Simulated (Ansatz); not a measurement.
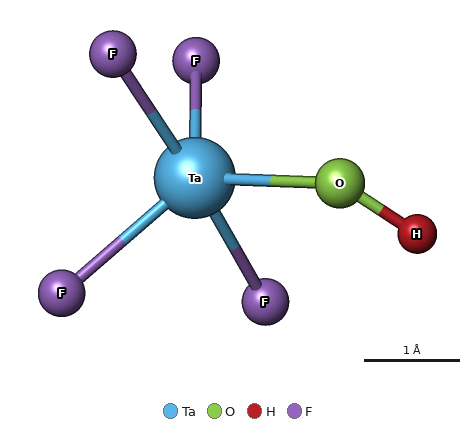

The structure as given in the input (ball-and-stick view, seen at a tilt). Sticks mark near contacts.

## Molecular dynamics, with input and output: TaHOF4 (part 1 of 2)

TaHOF4, computed with RKS BLYP/def2-SVP (Ansatz 0.2.0).

It belongs to a series of runs on one base structure; here: dynamics from the start.

### What the program printed
```
Engine: ansatz 0.2.0, aarch64-unknown-linux-gnu
Functional definition: BLYP
  parameter beta = 0.0042
  parameter a = 0.04918
  parameter b = 0.132
  parameter c = 0.2533
  parameter d = 0.349
  exchange = b88_x(beta = beta)
  correlation = lyp_c(a = a, b = b, c = c, d = d)
1097 factors; their error is unknown
mean field evaluation 1: about -14465.5962 eV, gradient 9.3e1 eV
mean field evaluation 2: about -14268.7504 eV, gradient 3.2e2 eV
mean field evaluation 4: about -14478.1547 eV, gradient 3.6e1 eV
mean field evaluation 8: about -14480.3730 eV, gradient 3.2e-1 eV
mean field evaluation 16: about -14480.3132 eV, gradient 3.3e-4 eV
mean field -14480.31316775 eV, -532.1416938062 hartree, gradient 2.0e-5 eV, S^2 0.000000; 0 other end points of the search recorded, 0 dependent functions left out
the calculation of the forces begins
reference -14480.31356151 eV, -532.1417082766 hartree; 29, 29 occupied and 78, 78 virtual orbitals, 1097 factors
md step     0: t =     0.00 fs  T =  3000.0 K  F+E_penalty+E_count = -14480.31316775 eV  E_kin = 1.938900 eV  conserved = -14478.37426777 eV  (30 SCF iters)
these checks for a lower state are left out or cut short: starts, cluster_reference, orbital_swaps, neighbouring_geometries, increment
1097 factors; their error is unknown
mean field -14480.30903542 eV, -532.1415419458 hartree, gradient 2.0e-5 eV, S^2 0.000000; 0 other end points of the search recorded, 0 dependent functions left out
the calculation of the forces begins
reference -14480.30942879 eV, -532.1415564019 hartree; 29, 29 occupied and 78, 78 virtual orbitals, 1097 factors
md step     1: t =     0.50 fs  T =  2993.6 K  F+E_penalty+E_count = -14480.30903542 eV  E_kin = 1.934738 eV  conserved = -14478.37429700 eV  (31 SCF iters)
[... from here on the SCF iterations and repeated set-up lines of each step are left out, up to the last step ...]
md step     2: t =     1.00 fs  T =  2974.2 K  F+E_penalty+E_count = -14480.29649204 eV  E_kin = 1.922242 eV  conserved = -14478.37425027 eV  (31 SCF iters)
md step     3: t =     1.50 fs  T =  2941.5 K  F+E_penalty+E_count = -14480.27534328 eV  E_kin = 1.901092 eV  conserved = -14478.37425126 eV  (31 SCF iters)
md step     4: t =     2.00 fs  T =  2895.4 K  F+E_penalty+E_count = -14480.24556153 eV  E_kin = 1.871311 eV  conserved = -14478.37425092 eV  (30 SCF iters)
md step     5: t =     2.50 fs  T =  2836.2 K  F+E_penalty+E_count = -14480.20731416 eV  E_kin = 1.833064 eV  conserved = -14478.37425024 eV  (31 SCF iters)
md step     6: t =     3.00 fs  T =  2764.6 K  F+E_penalty+E_count = -14480.16098662 eV  E_kin = 1.786735 eV  conserved = -14478.37425132 eV  (31 SCF iters)
md step     7: t =     3.50 fs  T =  2681.3 K  F+E_penalty+E_count = -14480.10719585 eV  E_kin = 1.732945 eV  conserved = -14478.37425133 eV  (31 SCF iters)
md step     8: t =     4.00 fs  T =  2587.9 K  F+E_penalty+E_count = -14480.04679472 eV  E_kin = 1.672544 eV  conserved = -14478.37425080 eV  (31 SCF iters)
md step     9: t =     4.50 fs  T =  2485.9 K  F+E_penalty+E_count = -14479.98086601 eV  E_kin = 1.606615 eV  conserved = -14478.37425150 eV  (30 SCF iters)
md step    10: t =     5.00 fs  T =  2377.3 K  F+E_penalty+E_count = -14479.91070429 eV  E_kin = 1.536452 eV  conserved = -14478.37425187 eV  (30 SCF iters)
md step    11: t =     5.50 fs  T =  2264.5 K  F+E_penalty+E_count = -14479.83778916 eV  E_kin = 1.463538 eV  conserved = -14478.37425149 eV  (31 SCF iters)
md step    12: t =     6.00 fs  T =  2149.9 K  F+E_penalty+E_count = -14479.76374892 eV  E_kin = 1.389497 eV  conserved = -14478.37425172 eV  (31 SCF iters)
md step    13: t =     6.50 fs  T =  2036.3 K  F+E_penalty+E_count = -14479.69031318 eV  E_kin = 1.316061 eV  conserved = -14478.37425244 eV  (31 SCF iters)
md step    14: t =     7.00 fs  T =  1926.4 K  F+E_penalty+E_count = -14479.61925854 eV  E_kin = 1.245006 eV  conserved = -14478.37425219 eV  (31 SCF iters)
md step    15: t =     7.50 fs  T =  1822.8 K  F+E_penalty+E_count = -14479.55234677 eV  E_kin = 1.178095 eV  conserved = -14478.37425186 eV  (31 SCF iters)
md step    16: t =     8.00 fs  T =  1728.3 K  F+E_penalty+E_count = -14479.49125646 eV  E_kin = 1.117004 eV  conserved = -14478.37425286 eV  (31 SCF iters)
md step    17: t =     8.50 fs  T =  1645.2 K  F+E_penalty+E_count = -14479.43751457 eV  E_kin = 1.063262 eV  conserved = -14478.37425287 eV  (31 SCF iters)
md step    18: t =     9.00 fs  T =  1575.4 K  F+E_penalty+E_count = -14479.39242731 eV  E_kin = 1.018175 eV  conserved = -14478.37425186 eV  (31 SCF iters)
md step    19: t =     9.50 fs  T =  1520.6 K  F+E_penalty+E_count = -14479.35701802 eV  E_kin = 0.982765 eV  conserved = -14478.37425311 eV  (32 SCF iters)
md step    20: t =    10.00 fs  T =  1481.9 K  F+E_penalty+E_count = -14479.33197387 eV  E_kin = 0.957721 eV  conserved = -14478.37425307 eV  (29 SCF iters)
md step    21: t =    10.50 fs  T =  1459.6 K  F+E_penalty+E_count = -14479.31760852 eV  E_kin = 0.943357 eV  conserved = -14478.37425201 eV  (30 SCF iters)
md step    22: t =    11.00 fs  T =  1453.8 K  F+E_penalty+E_count = -14479.31384126 eV  E_kin = 0.939588 eV  conserved = -14478.37425336 eV  (30 SCF iters)
md step    23: t =    11.50 fs  T =  1463.6 K  F+E_penalty+E_count = -14479.32020142 eV  E_kin = 0.945948 eV  conserved = -14478.37425330 eV  (32 SCF iters)
md step    24: t =    12.00 fs  T =  1487.9 K  F+E_penalty+E_count = -14479.33585269 eV  E_kin = 0.961601 eV  conserved = -14478.37425158 eV  (32 SCF iters)
md step    25: t =    12.50 fs  T =  1524.7 K  F+E_penalty+E_count = -14479.35963877 eV  E_kin = 0.985386 eV  conserved = -14478.37425297 eV  (31 SCF iters)
md step    26: t =    13.00 fs  T =  1571.9 K  F+E_penalty+E_count = -14479.39014855 eV  E_kin = 1.015895 eV  conserved = -14478.37425305 eV  (31 SCF iters)
md step    27: t =    13.50 fs  T =  1627.0 K  F+E_penalty+E_count = -14479.42579198 eV  E_kin = 1.051541 eV  conserved = -14478.37425104 eV  (30 SCF iters)
md step    28: t =    14.00 fs  T =  1687.5 K  F+E_penalty+E_count = -14479.46488082 eV  E_kin = 1.090628 eV  conserved = -14478.37425256 eV  (31 SCF iters)
md step    29: t =    14.50 fs  T =  1750.7 K  F+E_penalty+E_count = -14479.50570881 eV  E_kin = 1.131456 eV  conserved = -14478.37425276 eV  (31 SCF iters)
md step    30: t =    15.00 fs  T =  1814.0 K  F+E_penalty+E_count = -14479.54662259 eV  E_kin = 1.172372 eV  conserved = -14478.37425042 eV  (30 SCF iters)
md step    31: t =    15.50 fs  T =  1875.0 K  F+E_penalty+E_count = -14479.58608019 eV  E_kin = 1.211828 eV  conserved = -14478.37425212 eV  (31 SCF iters)
md step    32: t =    16.00 fs  T =  1931.7 K  F+E_penalty+E_count = -14479.62269578 eV  E_kin = 1.248443 eV  conserved = -14478.37425246 eV  (31 SCF iters)
md step    33: t =    16.50 fs  T =  1982.1 K  F+E_penalty+E_count = -14479.65526877 eV  E_kin = 1.281019 eV  conserved = -14478.37424990 eV  (31 SCF iters)
md step    34: t =    17.00 fs  T =  2024.7 K  F+E_penalty+E_count = -14479.68280014 eV  E_kin = 1.308548 eV  conserved = -14478.37425196 eV  (32 SCF iters)
md step    35: t =    17.50 fs  T =  2058.2 K  F+E_penalty+E_count = -14479.70449775 eV  E_kin = 1.330245 eV  conserved = -14478.37425239 eV  (32 SCF iters)
md step    36: t =    18.00 fs  T =  2081.9 K  F+E_penalty+E_count = -14479.71977317 eV  E_kin = 1.345524 eV  conserved = -14478.37424963 eV  (31 SCF iters)
md step    37: t =    18.50 fs  T =  2095.0 K  F+E_penalty+E_count = -14479.72823153 eV  E_kin = 1.353980 eV  conserved = -14478.37425182 eV  (31 SCF iters)
md step    38: t =    19.00 fs  T =  2097.2 K  F+E_penalty+E_count = -14479.72965820 eV  E_kin = 1.355406 eV  conserved = -14478.37425229 eV  (32 SCF iters)
md step    39: t =    19.50 fs  T =  2088.4 K  F+E_penalty+E_count = -14479.72400343 eV  E_kin = 1.349754 eV  conserved = -14478.37424952 eV  (31 SCF iters)
md step    40: t =    20.00 fs  T =  2068.9 K  F+E_penalty+E_count = -14479.71136745 eV  E_kin = 1.337116 eV  conserved = -14478.37425187 eV  (31 SCF iters)
md step    41: t =    20.50 fs  T =  2038.9 K  F+E_penalty+E_count = -14479.69198717 eV  E_kin = 1.317735 eV  conserved = -14478.37425257 eV  (31 SCF iters)
md step    42: t =    21.00 fs  T =  1999.0 K  F+E_penalty+E_count = -14479.66622130 eV  E_kin = 1.291972 eV  conserved = -14478.37424978 eV  (31 SCF iters)
md step    43: t =    21.50 fs  T =  1950.0 K  F+E_penalty+E_count = -14479.63453643 eV  E_kin = 1.260284 eV  conserved = -14478.37425198 eV  (31 SCF iters)
md step    44: t =    22.00 fs  T =  1892.7 K  F+E_penalty+E_count = -14479.59748786 eV  E_kin = 1.223235 eV  conserved = -14478.37425247 eV  (31 SCF iters)
md step    45: t =    22.50 fs  T =  1828.0 K  F+E_penalty+E_count = -14479.55569879 eV  E_kin = 1.181449 eV  conserved = -14478.37424993 eV  (31 SCF iters)
md step    46: t =    23.00 fs  T =  1757.1 K  F+E_penalty+E_count = -14479.50983921 eV  E_kin = 1.135587 eV  conserved = -14478.37425196 eV  (31 SCF iters)
md step    47: t =    23.50 fs  T =  1680.9 K  F+E_penalty+E_count = -14479.46060273 eV  E_kin = 1.086350 eV  conserved = -14478.37425240 eV  (32 SCF iters)
md step    48: t =    24.00 fs  T =  1600.6 K  F+E_penalty+E_count = -14479.40868731 eV  E_kin = 1.034437 eV  conserved = -14478.37425020 eV  (31 SCF iters)
md step    49: t =    24.50 fs  T =  1517.1 K  F+E_penalty+E_count = -14479.35477908 eV  E_kin = 0.980527 eV  conserved = -14478.37425174 eV  (31 SCF iters)
md step    50: t =    25.00 fs  T =  1431.7 K  F+E_penalty+E_count = -14479.29953834 eV  E_kin = 0.925286 eV  conserved = -14478.37425224 eV  (31 SCF iters)
md step    51: t =    25.50 fs  T =  1345.1 K  F+E_penalty+E_count = -14479.24359162 eV  E_kin = 0.869341 eV  conserved = -14478.37425047 eV  (31 SCF iters)
md step    52: t =    26.00 fs  T =  1258.4 K  F+E_penalty+E_count = -14479.18752972 eV  E_kin = 0.813278 eV  conserved = -14478.37425180 eV  (32 SCF iters)
md step    53: t =    26.50 fs  T =  1172.3 K  F+E_penalty+E_count = -14479.13190424 eV  E_kin = 0.757652 eV  conserved = -14478.37425223 eV  (32 SCF iters)
md step    54: t =    27.00 fs  T =  1087.7 K  F+E_penalty+E_count = -14479.07723272 eV  E_kin = 0.702982 eV  conserved = -14478.37425106 eV  (32 SCF iters)
md step    55: t =    27.50 fs  T =  1005.3 K  F+E_penalty+E_count = -14479.02400042 eV  E_kin = 0.649749 eV  conserved = -14478.37425148 eV  (32 SCF iters)
md step    56: t =    28.00 fs  T =   925.9 K  F+E_penalty+E_count = -14478.97266176 eV  E_kin = 0.598410 eV  conserved = -14478.37425193 eV  (32 SCF iters)
md step    57: t =    28.50 fs  T =   850.1 K  F+E_penalty+E_count = -14478.92364017 eV  E_kin = 0.549389 eV  conserved = -14478.37425132 eV  (32 SCF iters)
md step    58: t =    29.00 fs  T =   778.4 K  F+E_penalty+E_count = -14478.87732771 eV  E_kin = 0.503076 eV  conserved = -14478.37425143 eV  (33 SCF iters)
md step    59: t =    29.50 fs  T =   711.5 K  F+E_penalty+E_count = -14478.83407990 eV  E_kin = 0.459828 eV  conserved = -14478.37425176 eV  (32 SCF iters)
md step    60: t =    30.00 fs  T =   649.8 K  F+E_penalty+E_count = -14478.79421273 eV  E_kin = 0.419961 eV  conserved = -14478.37425171 eV  (31 SCF iters)
md step    61: t =    30.50 fs  T =   593.8 K  F+E_penalty+E_count = -14478.75799939 eV  E_kin = 0.383748 eV  conserved = -14478.37425159 eV  (32 SCF iters)
md step    62: t =    31.00 fs  T =   543.7 K  F+E_penalty+E_count = -14478.72566582 eV  E_kin = 0.351414 eV  conserved = -14478.37425180 eV  (32 SCF iters)
md step    63: t =    31.50 fs  T =   500.0 K  F+E_penalty+E_count = -14478.69739206 eV  E_kin = 0.323140 eV  conserved = -14478.37425223 eV  (33 SCF iters)
md step    64: t =    32.00 fs  T =   462.7 K  F+E_penalty+E_count = -14478.67331271 eV  E_kin = 0.299061 eV  conserved = -14478.37425139 eV  (33 SCF iters)
md step    65: t =    32.50 fs  T =   432.1 K  F+E_penalty+E_count = -14478.65351978 eV  E_kin = 0.279268 eV  conserved = -14478.37425154 eV  (33 SCF iters)
md step    66: t =    33.00 fs  T =   408.2 K  F+E_penalty+E_count = -14478.63806713 eV  E_kin = 0.263815 eV  conserved = -14478.37425249 eV  (32 SCF iters)
md step    67: t =    33.50 fs  T =   391.0 K  F+E_penalty+E_count = -14478.62697652 eV  E_kin = 0.252725 eV  conserved = -14478.37425128 eV  (33 SCF iters)
md step    68: t =    34.00 fs  T =   380.6 K  F+E_penalty+E_count = -14478.62024191 eV  E_kin = 0.245991 eV  conserved = -14478.37425128 eV  (31 SCF iters)
md step    69: t =    34.50 fs  T =   376.9 K  F+E_penalty+E_count = -14478.61783381 eV  E_kin = 0.243581 eV  conserved = -14478.37425270 eV  (33 SCF iters)
md step    70: t =    35.00 fs  T =   379.8 K  F+E_penalty+E_count = -14478.61970295 eV  E_kin = 0.245452 eV  conserved = -14478.37425097 eV  (33 SCF iters)
md step    71: t =    35.50 fs  T =   389.2 K  F+E_penalty+E_count = -14478.62578114 eV  E_kin = 0.251530 eV  conserved = -14478.37425089 eV  (33 SCF iters)
md step    72: t =    36.00 fs  T =   405.0 K  F+E_penalty+E_count = -14478.63598111 eV  E_kin = 0.261728 eV  conserved = -14478.37425282 eV  (32 SCF iters)
md step    73: t =    36.50 fs  T =   427.0 K  F+E_penalty+E_count = -14478.65019687 eV  E_kin = 0.275946 eV  conserved = -14478.37425085 eV  (33 SCF iters)
md step    74: t =    37.00 fs  T =   455.0 K  F+E_penalty+E_count = -14478.66830216 eV  E_kin = 0.294051 eV  conserved = -14478.37425070 eV  (33 SCF iters)
md step    75: t =    37.50 fs  T =   488.8 K  F+E_penalty+E_count = -14478.69015094 eV  E_kin = 0.315898 eV  conserved = -14478.37425309 eV  (33 SCF iters)
md step    76: t =    38.00 fs  T =   528.1 K  F+E_penalty+E_count = -14478.71557924 eV  E_kin = 0.341328 eV  conserved = -14478.37425080 eV  (32 SCF iters)
md step    77: t =    38.50 fs  T =   572.7 K  F+E_penalty+E_count = -14478.74440730 eV  E_kin = 0.370157 eV  conserved = -14478.37425057 eV  (32 SCF iters)
md step    78: t =    39.00 fs  T =   622.3 K  F+E_penalty+E_count = -14478.77644373 eV  E_kin = 0.402190 eV  conserved = -14478.37425341 eV  (32 SCF iters)
md step    79: t =    39.50 fs  T =   676.5 K  F+E_penalty+E_count = -14478.81148994 eV  E_kin = 0.437239 eV  conserved = -14478.37425086 eV  (32 SCF iters)
md step    80: t =    40.00 fs  T =   735.1 K  F+E_penalty+E_count = -14478.84934399 eV  E_kin = 0.475093 eV  conserved = -14478.37425061 eV  (32 SCF iters)
md step    81: t =    40.50 fs  T =   797.7 K  F+E_penalty+E_count = -14478.88980218 eV  E_kin = 0.515549 eV  conserved = -14478.37425352 eV  (33 SCF iters)
md step    82: t =    41.00 fs  T =   864.0 K  F+E_penalty+E_count = -14478.93266024 eV  E_kin = 0.558410 eV  conserved = -14478.37425059 eV  (32 SCF iters)
md step    83: t =    41.50 fs  T =   933.7 K  F+E_penalty+E_count = -14478.97771064 eV  E_kin = 0.603461 eV  conserved = -14478.37425013 eV  (32 SCF iters)
md step    84: t =    42.00 fs  T =  1006.5 K  F+E_penalty+E_count = -14479.02473558 eV  E_kin = 0.650482 eV  conserved = -14478.37425328 eV  (33 SCF iters)
md step    85: t =    42.50 fs  T =  1081.9 K  F+E_penalty+E_count = -14479.07350044 eV  E_kin = 0.699250 eV  conserved = -14478.37425080 eV  (32 SCF iters)
md step    86: t =    43.00 fs  T =  1159.7 K  F+E_penalty+E_count = -14479.12374465 eV  E_kin = 0.749494 eV  conserved = -14478.37425020 eV  (32 SCF iters)
md step    87: t =    43.50 fs  T =  1239.2 K  F+E_penalty+E_count = -14479.17517222 eV  E_kin = 0.800919 eV  conserved = -14478.37425327 eV  (32 SCF iters)
md step    88: t =    44.00 fs  T =  1320.1 K  F+E_penalty+E_count = -14479.22744554 eV  E_kin = 0.853195 eV  conserved = -14478.37425101 eV  (32 SCF iters)
md step    89: t =    44.50 fs  T =  1401.7 K  F+E_penalty+E_count = -14479.28018116 eV  E_kin = 0.905931 eV  conserved = -14478.37425007 eV  (32 SCF iters)
md step    90: t =    45.00 fs  T =  1483.4 K  F+E_penalty+E_count = -14479.33294913 eV  E_kin = 0.958696 eV  conserved = -14478.37425318 eV  (32 SCF iters)
md step    91: t =    45.50 fs  T =  1564.3 K  F+E_penalty+E_count = -14479.38527630 eV  E_kin = 1.011025 eV  conserved = -14478.37425131 eV  (33 SCF iters)
md step    92: t =    46.00 fs  T =  1643.8 K  F+E_penalty+E_count = -14479.43665285 eV  E_kin = 1.062403 eV  conserved = -14478.37425014 eV  (33 SCF iters)
md step    93: t =    46.50 fs  T =  1721.0 K  F+E_penalty+E_count = -14479.48654014 eV  E_kin = 1.112287 eV  conserved = -14478.37425273 eV  (33 SCF iters)
md step    94: t =    47.00 fs  T =  1795.0 K  F+E_penalty+E_count = -14479.53438122 eV  E_kin = 1.160130 eV  conserved = -14478.37425105 eV  (33 SCF iters)
md step    95: t =    47.50 fs  T =  1865.0 K  F+E_penalty+E_count = -14479.57960830 eV  E_kin = 1.205359 eV  conserved = -14478.37424975 eV  (33 SCF iters)
md step    96: t =    48.00 fs  T =  1930.1 K  F+E_penalty+E_count = -14479.62165135 eV  E_kin = 1.247399 eV  conserved = -14478.37425259 eV  (32 SCF iters)
md step    97: t =    48.50 fs  T =  1989.3 K  F+E_penalty+E_count = -14479.65994435 eV  E_kin = 1.285693 eV  conserved = -14478.37425109 eV  (33 SCF iters)
md step    98: t =    49.00 fs  T =  2041.9 K  F+E_penalty+E_count = -14479.69392942 eV  E_kin = 1.319680 eV  conserved = -14478.37424962 eV  (32 SCF iters)
md step    99: t =    49.50 fs  T =  2087.0 K  F+E_penalty+E_count = -14479.72305982 eV  E_kin = 1.348807 eV  conserved = -14478.37425254 eV  (32 SCF iters)
md step   100: t =    50.00 fs  T =  2123.7 K  F+E_penalty+E_count = -14479.74680350 eV  E_kin = 1.372552 eV  conserved = -14478.37425117 eV  (33 SCF iters)
md step   101: t =    50.50 fs  T =  2151.3 K  F+E_penalty+E_count = -14479.76464975 eV  E_kin = 1.390400 eV  conserved = -14478.37424959 eV  (32 SCF iters)
md step   102: t =    51.00 fs  T =  2169.1 K  F+E_penalty+E_count = -14479.77612027 eV  E_kin = 1.401868 eV  conserved = -14478.37425244 eV  (31 SCF iters)
md step   103: t =    51.50 fs  T =  2176.3 K  F+E_penalty+E_count = -14479.78078479 eV  E_kin = 1.406534 eV  conserved = -14478.37425117 eV  (30 SCF iters)
md step   104: t =    52.00 fs  T =  2172.4 K  F+E_penalty+E_count = -14479.77828337 eV  E_kin = 1.404034 eV  conserved = -14478.37424976 eV  (32 SCF iters)
md step   105: t =    52.50 fs  T =  2157.0 K  F+E_penalty+E_count = -14479.76835089 eV  E_kin = 1.394099 eV  conserved = -14478.37425229 eV  (30 SCF iters)
md step   106: t =    53.00 fs  T =  2130.0 K  F+E_penalty+E_count = -14479.75084309 eV  E_kin = 1.376592 eV  conserved = -14478.37425117 eV  (31 SCF iters)
md step   107: t =    53.50 fs  T =  2091.1 K  F+E_penalty+E_count = -14479.72575980 eV  E_kin = 1.351510 eV  conserved = -14478.37424986 eV  (31 SCF iters)
md step   108: t =    54.00 fs  T =  2040.9 K  F+E_penalty+E_count = -14479.69326652 eV  E_kin = 1.319014 eV  conserved = -14478.37425238 eV  (30 SCF iters)
md step   109: t =    54.50 fs  T =  1979.7 K  F+E_penalty+E_count = -14479.65371086 eV  E_kin = 1.279459 eV  conserved = -14478.37425155 eV  (30 SCF iters)
md step   110: t =    55.00 fs  T =  1908.4 K  F+E_penalty+E_count = -14479.60763505 eV  E_kin = 1.233385 eV  conserved = -14478.37425029 eV  (31 SCF iters)
md step   111: t =    55.50 fs  T =  1828.1 K  F+E_penalty+E_count = -14479.55578142 eV  E_kin = 1.181529 eV  conserved = -14478.37425240 eV  (31 SCF iters)
md step   112: t =    56.00 fs  T =  1740.4 K  F+E_penalty+E_count = -14479.49909195 eV  E_kin = 1.124840 eV  conserved = -14478.37425203 eV  (30 SCF iters)
md step   113: t =    56.50 fs  T =  1647.0 K  F+E_penalty+E_count = -14479.43870010 eV  E_kin = 1.064449 eV  conserved = -14478.37425073 eV  (31 SCF iters)
md step   114: t =    57.00 fs  T =  1549.8 K  F+E_penalty+E_count = -14479.37591589 eV  E_kin = 1.001663 eV  conserved = -14478.37425256 eV  (31 SCF iters)
md step   115: t =    57.50 fs  T =  1451.3 K  F+E_penalty+E_count = -14479.31220196 eV  E_kin = 0.937949 eV  conserved = -14478.37425256 eV  (31 SCF iters)
md step   116: t =    58.00 fs  T =  1353.7 K  F+E_penalty+E_count = -14479.24914361 eV  E_kin = 0.874892 eV  conserved = -14478.37425117 eV  (30 SCF iters)
md step   117: t =    58.50 fs  T =  1259.7 K  F+E_penalty+E_count = -14479.18840915 eV  E_kin = 0.814157 eV  conserved = -14478.37425253 eV  (30 SCF iters)
md step   118: t =    59.00 fs  T =  1172.0 K  F+E_penalty+E_count = -14479.13169957 eV  E_kin = 0.757447 eV  conserved = -14478.37425288 eV  (31 SCF iters)
md step   119: t =    59.50 fs  T =  1093.1 K  F+E_penalty+E_count = -14479.08069190 eV  E_kin = 0.706440 eV  conserved = -14478.37425179 eV  (31 SCF iters)
```
